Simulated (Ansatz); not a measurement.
# Nudged elastic band of C$_{2}$H$_{5}$Si (charge +1) (part 1 of 2)

- system: C$_{2}$H$_{5}$Si, charge +1
- method: RKS PBE-D4/6-31G (Ansatz 0.2.0)

The run did not end well. One setting was made poor on purpose. It belongs to a series of runs on one base structure; here: band between the two ends.

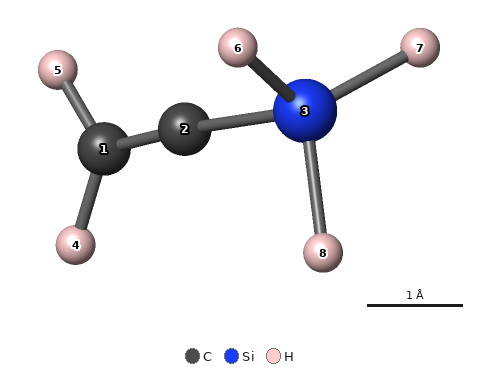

*The input geometry (ball-and-stick view, seen at a tilt; atoms are numbered from 1 in the order of the input).*

Bond lengths as drawn: C–C 1.29 Å, C–H 1.11 Å, C–Si 1.91 Å and H–Si 1.50 to 1.52 Å.

**Input**
```yaml
crystal:
  periodic: [false, false, false]
  atoms:
    - { symbol: C, position_ang: [-0.758518, 0.883338, -1.285496] }
    - { symbol: C, position_ang: [-0.140082, 0.274206, -0.332953] }
    - { symbol: Si, position_ang: [0.686726, -0.702327, 1.079711] }
    - { symbol: H, position_ang: [-1.742769, 0.559788, -1.672676] }
    - { symbol: H, position_ang: [-0.335568, 1.778455, -1.781213] }
    - { symbol: H, position_ang: [0.773729, 0.218778, 2.259829] }
    - { symbol: H, position_ang: [1.950937, -1.289744, 0.527011] }
    - { symbol: H, position_ang: [-0.434465, -1.722504, 1.205797] }
total_charge: 1
basis:
  gaussian: { orbitals: "6-31G" }
hamiltonian:
  xc: pbe
  dispersion: d4
neb:
  order_check: false
  images: 1
  f_tol: 0.03
  max_iterations: 60
  climbing: true
  final_atoms:
    - { symbol: C, position_ang: [-0.67357196, 0.53336494, -1.08380784] }
    - { symbol: C, position_ang: [-0.58406138, 0.14383615, 0.22900795] }
    - { symbol: Si, position_ang: [0.95676619, -0.58047734, 0.90363909] }
    - { symbol: H, position_ang: [0.15628939, 0.4400036, -1.7946204] }
    - { symbol: H, position_ang: [-1.60160173, 0.96063977, -1.48114804] }
    - { symbol: H, position_ang: [1.04638832, -1.02645899, 2.33223286] }
    - { symbol: H, position_ang: [2.14284455, -0.72732985, -0.00516912] }
    - { symbol: H, position_ang: [-1.44306338, 0.25641172, 0.89987549] }
  initial_path:
    images:
      - { positions_ang: [[-0.758518, 0.883338, -1.285496], [-0.140082, 0.274206, -0.332953], [0.686726, -0.702327, 1.079711], [-1.742769, 0.559788, -1.672676], [-0.335568, 1.778455, -1.781213], [0.773729, 0.218778, 2.259829], [1.950937, -1.289744, 0.527011], [-0.434465, -1.722504, 1.205797]] }
      - { positions_ang: [[-0.77054224, 0.71104976, -1.16121745], [-0.06020222, 0.21697654, -0.24443514], [0.7566573, -0.78009978, 1.12201175], [-1.71067757, 0.35141343, -1.57247537], [-0.4731763, 1.63494341, -1.65904307], [0.77156872, 0.01426399, 2.33852491], [1.98493876, -1.35749323, 0.60341232], [-0.49857644, -0.79106411, 0.57323204]] }
      - { positions_ang: [[-0.67357196, 0.53336494, -1.08380784], [-0.58406138, 0.14383615, 0.22900795], [0.95676619, -0.58047734, 0.90363909], [0.15628939, 0.4400036, -1.7946204], [-1.60160173, 0.96063977, -1.48114804], [1.04638832, -1.02645899, 2.33223286], [2.14284455, -0.72732985, -0.00516912], [-1.44306338, 0.25641172, 0.89987549]] }
```

Machine: 1 thread of Arm Neoverse V1, 24 GiB of memory available, shared host.

Command:
```bash
ansatz run input.yaml --threads 1 --pin off --max-ram 2048MiB --backend cpu --events-out ev --progress --plain --runs-dir out
```

**What the program printed**
```
Engine: ansatz 0.2.0, aarch64-unknown-linux-gnu
Functional definition: PBE
  parameter kappa = 0.804
  parameter beta = 0.06672455060314922
  exchange = pbe_x(kappa = kappa, mu = beta*pi^2/3)
  correlation = pbe_c(beta = beta)
589 factors; integrals over basis functions are off by at most 2.0e-4 eV
mean field evaluation 1: about -10005.9781 eV, gradient 5.1e1 eV
mean field evaluation 2: about -9997.0085 eV, gradient 7.1e1 eV
mean field evaluation 4: about -10013.3915 eV, gradient 7.5e0 eV
mean field evaluation 8: about -10013.5486 eV, gradient 1.6e-1 eV
mean field -10013.54868389 eV, -367.9911267058 hartree, gradient 4.2e-5 eV, S^2 0.000000; 0 other end points of the search recorded, 0 dependent functions left out
the calculation of the forces begins
reference -10013.54871555 eV, -367.9911278693 hartree; 15, 15 occupied and 26, 26 virtual orbitals, 589 factors
589 factors; integrals over basis functions are off by at most 2.2e-4 eV
mean field evaluation 16: about -10003.4605 eV, gradient 6.3e1 eV
mean field -10015.09876609 eV, -368.0480911761 hartree, gradient 3.3e-5 eV, S^2 0.000000; 0 other end points of the search recorded, 0 dependent functions left out
the calculation of the forces begins
reference -10015.09879644 eV, -368.0480922914 hartree; 15, 15 occupied and 26, 26 virtual orbitals, 589 factors
NEB end point (image 0): max|allowed force component| = 3.126e-3 eV/Å (the criterion of neb.relax_end_points is 1.000e-2)
NEB end point (image 2): max|allowed force component| = 5.714e-3 eV/Å (the criterion of neb.relax_end_points is 1.000e-2)
589 factors; integrals over basis functions are off by at most 2.2e-4 eV
mean field evaluation 32: about -9936.5965 eV, gradient 1.3e2 eV
mean field -10012.08750360 eV, -367.9374293207 hartree, gradient 1.3e-5 eV, S^2 0.000000; 0 other end points of the search recorded, 0 dependent functions left out
the calculation of the forces begins
reference -10012.08753544 eV, -367.9374304908 hartree; 15, 15 occupied and 26, 26 virtual orbitals, 589 factors
NEB iter   1: max|band force component| = 6.627e0 eV/Å  barrier→ = 1.4594 eV  barrier← = 3.0259 eV  Δτ_max = 0.1867 Å  (70 SCF iters)
these checks for a lower state are left out or cut short: starts, cluster_reference, orbital_swaps, neighbouring_geometries, increment
589 factors; integrals over basis functions are off by at most 2.2e-4 eV
mean field -10012.28396217 eV, -367.9446490400 hartree, gradient 5.4e-5 eV, S^2 0.000000; 0 other end points of the search recorded, 0 dependent functions left out
the calculation of the forces begins
reference -10012.28399341 eV, -367.9446501878 hartree; 15, 15 occupied and 26, 26 virtual orbitals, 589 factors
NEB iter   2: max|band force component| = 4.798e0 eV/Å  barrier→ = 1.2623 eV  barrier← = 2.8288 eV  Δτ_max = 0.1037 Å  (27 SCF iters)
[... from here on the SCF iterations and repeated set-up lines of each step are left out, up to the last step ...]
NEB iter   3: max|band force component| = 4.473e0 eV/Å  barrier→ = 0.8804 eV  barrier← = 2.4469 eV  Δτ_max = 0.1057 Å  (26 SCF iters)
NEB iter   4: max|band force component| = 4.153e0 eV/Å  barrier→ = 0.7110 eV  barrier← = 2.2774 eV  Δτ_max = 0.1397 Å  (23 SCF iters)
NEB iter   5: max|band force component| = 3.654e0 eV/Å  barrier→ = 0.6939 eV  barrier← = 2.2604 eV  Δτ_max = 0.1631 Å  (22 SCF iters)
NEB iter   6: max|band force component| = 2.888e0 eV/Å  barrier→ = 0.6315 eV  barrier← = 2.1979 eV  Δτ_max = 0.2000 Å  (26 SCF iters)
NEB iter   7: max|band force component| = 3.093e0 eV/Å  barrier→ = 0.0569 eV  barrier← = 1.6234 eV  Δτ_max = 0.1961 Å  (28 SCF iters)
NEB iter   8: max|band force component| = 1.359e0 eV/Å  barrier→ = 0.0000 eV  barrier← = 1.5664 eV  Δτ_max = 0.1920 Å  (26 SCF iters)
NEB iter   9: max|band force component| = 1.478e0 eV/Å  barrier→ = 0.0000 eV  barrier← = 1.5664 eV  Δτ_max = 0.1980 Å  (25 SCF iters)
NEB iter  10: max|band force component| = 6.687e-1 eV/Å  barrier→ = 0.0000 eV  barrier← = 1.5664 eV  Δτ_max = 0.2000 Å  (28 SCF iters)
NEB iter  11: max|band force component| = 7.205e-1 eV/Å  barrier→ = 0.0000 eV  barrier← = 1.5664 eV  Δτ_max = 0.0999 Å  (26 SCF iters)
NEB iter  12: max|band force component| = 6.382e-1 eV/Å  barrier→ = 0.0000 eV  barrier← = 1.5664 eV  Δτ_max = 0.0997 Å  (26 SCF iters)
NEB iter  13: max|band force component| = 2.331e-1 eV/Å  barrier→ = -1.4300 eV  barrier← = 0.1365 eV  CI = image 1  Δτ_max = 0.1968 Å  (25 SCF iters)
NEB iter  14: max|band force component| = 2.112e0 eV/Å  barrier→ = -1.0336 eV  barrier← = 0.5328 eV  CI = image 1  Δτ_max = 0.0996 Å  (25 SCF iters)
NEB iter  15: max|band force component| = 2.103e0 eV/Å  barrier→ = -0.9496 eV  barrier← = 0.6169 eV  CI = image 1  Δτ_max = 0.1970 Å  (21 SCF iters)
NEB iter  16: max|band force component| = 1.820e0 eV/Å  barrier→ = -0.8402 eV  barrier← = 0.7263 eV  CI = image 1  Δτ_max = 0.1984 Å  (26 SCF iters)
NEB iter  17: max|band force component| = 1.554e0 eV/Å  barrier→ = -0.6847 eV  barrier← = 0.8817 eV  CI = image 1  Δτ_max = 0.1988 Å  (26 SCF iters)
NEB iter  18: max|band force component| = 1.254e0 eV/Å  barrier→ = -0.5527 eV  barrier← = 1.0138 eV  CI = image 1  Δτ_max = 0.2000 Å  (27 SCF iters)
NEB iter  19: max|band force component| = 1.090e0 eV/Å  barrier→ = -0.4352 eV  barrier← = 1.1312 eV  CI = image 1  Δτ_max = 0.1974 Å  (26 SCF iters)
NEB iter  20: max|band force component| = 1.273e0 eV/Å  barrier→ = -0.3200 eV  barrier← = 1.2464 eV  CI = image 1  Δτ_max = 0.1967 Å  (26 SCF iters)
NEB iter  21: max|band force component| = 1.763e0 eV/Å  barrier→ = -0.0514 eV  barrier← = 1.5150 eV  CI = image 1  Δτ_max = 0.1012 Å  (26 SCF iters)
NEB iter  22: max|band force component| = 1.672e0 eV/Å  barrier→ = 0.1504 eV  barrier← = 1.7168 eV  CI = image 1  Δτ_max = 0.0992 Å  (26 SCF iters)
NEB iter  23: max|band force component| = 1.633e0 eV/Å  barrier→ = 0.1153 eV  barrier← = 1.6817 eV  CI = image 1  Δτ_max = 0.2000 Å  (23 SCF iters)
NEB iter  24: max|band force component| = 1.736e0 eV/Å  barrier→ = -0.1288 eV  barrier← = 1.4376 eV  CI = image 1  Δτ_max = 0.1979 Å  (29 SCF iters)
NEB iter  25: max|band force component| = 1.650e0 eV/Å  barrier→ = 0.0029 eV  barrier← = 1.5693 eV  CI = image 1  Δτ_max = 0.2000 Å  (27 SCF iters)
NEB iter  26: max|band force component| = 1.507e0 eV/Å  barrier→ = 0.2234 eV  barrier← = 1.7898 eV  CI = image 1  Δτ_max = 0.1081 Å  (29 SCF iters)
NEB iter  27: max|band force component| = 1.506e0 eV/Å  barrier→ = 0.2340 eV  barrier← = 1.8004 eV  CI = image 1  Δτ_max = 0.0961 Å  (23 SCF iters)
NEB iter  28: max|band force component| = 1.282e0 eV/Å  barrier→ = 0.1814 eV  barrier← = 1.7479 eV  CI = image 1  Δτ_max = 0.1757 Å  (26 SCF iters)
NEB iter  29: max|band force component| = 1.561e0 eV/Å  barrier→ = 0.2889 eV  barrier← = 1.8553 eV  CI = image 1  Δτ_max = 0.1997 Å  (25 SCF iters)
NEB iter  30: max|band force component| = 1.043e0 eV/Å  barrier→ = 0.2139 eV  barrier← = 1.7804 eV  CI = image 1  Δτ_max = 0.1441 Å  (27 SCF iters)
NEB iter  31: max|band force component| = 1.236e0 eV/Å  barrier→ = 0.2792 eV  barrier← = 1.8456 eV  CI = image 1  Δτ_max = 0.1994 Å  (25 SCF iters)
NEB iter  32: max|band force component| = 9.556e-1 eV/Å  barrier→ = 0.2309 eV  barrier← = 1.7974 eV  CI = image 1  Δτ_max = 0.1559 Å  (28 SCF iters)
NEB iter  33: max|band force component| = 1.250e0 eV/Å  barrier→ = 0.4004 eV  barrier← = 1.9669 eV  CI = image 1  Δτ_max = 0.0499 Å  (26 SCF iters)
NEB iter  34: max|band force component| = 9.293e-1 eV/Å  barrier→ = 0.3746 eV  barrier← = 1.9411 eV  CI = image 1  Δτ_max = 0.0789 Å  (24 SCF iters)
NEB iter  35: max|band force component| = 1.068e0 eV/Å  barrier→ = 0.3620 eV  barrier← = 1.9284 eV  CI = image 1  Δτ_max = 0.0348 Å  (27 SCF iters)
NEB iter  36: max|band force component| = 8.831e-1 eV/Å  barrier→ = 0.3749 eV  barrier← = 1.9413 eV  CI = image 1  Δτ_max = 0.0354 Å  (24 SCF iters)
NEB iter  37: max|band force component| = 8.194e-1 eV/Å  barrier→ = 0.3612 eV  barrier← = 1.9276 eV  CI = image 1  Δτ_max = 0.0797 Å  (24 SCF iters)
NEB iter  38: max|band force component| = 8.895e-1 eV/Å  barrier→ = 0.3380 eV  barrier← = 1.9044 eV  CI = image 1  Δτ_max = 0.0977 Å  (24 SCF iters)
NEB iter  39: max|band force component| = 1.094e0 eV/Å  barrier→ = 0.2874 eV  barrier← = 1.8538 eV  CI = image 1  Δτ_max = 0.1506 Å  (23 SCF iters)
NEB iter  40: max|band force component| = 1.340e0 eV/Å  barrier→ = 0.1960 eV  barrier← = 1.7625 eV  CI = image 1  Δτ_max = 0.1586 Å  (26 SCF iters)
NEB iter  41: max|band force component| = 1.367e0 eV/Å  barrier→ = 0.2182 eV  barrier← = 1.7846 eV  CI = image 1  Δτ_max = 0.1604 Å  (27 SCF iters)
NEB iter  42: max|band force component| = 1.512e0 eV/Å  barrier→ = -0.1464 eV  barrier← = 1.4201 eV  CI = image 1  Δτ_max = 0.1569 Å  (27 SCF iters)
NEB iter  43: max|band force component| = 9.580e-1 eV/Å  barrier→ = -0.4507 eV  barrier← = 1.1157 eV  CI = image 1  Δτ_max = 0.1976 Å  (26 SCF iters)
NEB iter  44: max|band force component| = 1.489e0 eV/Å  barrier→ = -0.4415 eV  barrier← = 1.1249 eV  CI = image 1  Δτ_max = 0.1004 Å  (25 SCF iters)
NEB iter  45: max|band force component| = 1.401e0 eV/Å  barrier→ = -0.3360 eV  barrier← = 1.2304 eV  CI = image 1  Δτ_max = 0.2000 Å  (25 SCF iters)
NEB iter  46: max|band force component| = 1.451e0 eV/Å  barrier→ = -0.2140 eV  barrier← = 1.3525 eV  CI = image 1  Δτ_max = 0.2000 Å  (26 SCF iters)
NEB iter  47: max|band force component| = 1.604e0 eV/Å  barrier→ = -0.0507 eV  barrier← = 1.5157 eV  CI = image 1  Δτ_max = 0.1945 Å  (25 SCF iters)
NEB iter  48: max|band force component| = 1.578e0 eV/Å  barrier→ = -0.1069 eV  barrier← = 1.4595 eV  CI = image 1  Δτ_max = 0.1976 Å  (26 SCF iters)
NEB iter  49: max|band force component| = 1.206e0 eV/Å  barrier→ = 0.2431 eV  barrier← = 1.8096 eV  CI = image 1  Δτ_max = 0.1970 Å  (27 SCF iters)
NEB iter  50: max|band force component| = 1.518e0 eV/Å  barrier→ = 0.1077 eV  barrier← = 1.6741 eV  CI = image 1  Δτ_max = 0.1378 Å  (27 SCF iters)
NEB iter  51: max|band force component| = 1.893e0 eV/Å  barrier→ = 0.1171 eV  barrier← = 1.6836 eV  CI = image 1  Δτ_max = 0.2000 Å  (26 SCF iters)
NEB iter  52: max|band force component| = 1.863e0 eV/Å  barrier→ = -0.0647 eV  barrier← = 1.5017 eV  CI = image 1  Δτ_max = 0.2000 Å  (28 SCF iters)
NEB iter  53: max|band force component| = 1.512e0 eV/Å  barrier→ = -0.3097 eV  barrier← = 1.2568 eV  CI = image 1  Δτ_max = 0.1998 Å  (25 SCF iters)
NEB iter  54: max|band force component| = 1.660e0 eV/Å  barrier→ = -0.2399 eV  barrier← = 1.3266 eV  CI = image 1  Δτ_max = 0.1994 Å  (26 SCF iters)
NEB iter  55: max|band force component| = 2.028e0 eV/Å  barrier→ = 0.0734 eV  barrier← = 1.6398 eV  CI = image 1  Δτ_max = 0.1975 Å  (26 SCF iters)
NEB iter  56: max|band force component| = 1.885e0 eV/Å  barrier→ = -0.0507 eV  barrier← = 1.5158 eV  CI = image 1  Δτ_max = 0.1948 Å  (25 SCF iters)
NEB iter  57: max|band force component| = 1.672e0 eV/Å  barrier→ = 0.5143 eV  barrier← = 2.0807 eV  CI = image 1  Δτ_max = 0.1944 Å  (29 SCF iters)
```
